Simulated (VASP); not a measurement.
Band structure of SiS₂ (relaxed from the layer:2H-MoS2 structure). Calculation: r2SCAN meta-GGA, VASP's PBE PAW potentials (set 64) (plane waves; VASP 6.6.1).

The cell holds a wide vacuum, so values per volume refer to the whole cell.

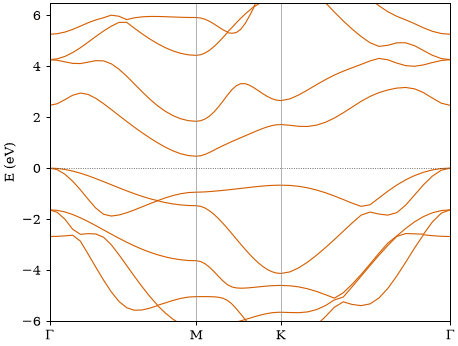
Figure. Bands along high-symmetry lines, zero at the valence-band maximum or, without a gap, the Fermi level

Problem. Read the plot: is there a gap, and where are the band edges?

Solution. The gap is indirect, 0.47 eV, from the valence maximum at Γ to the conduction minimum at M.

The cell is a sheet with vacuum, built from a generated structure.
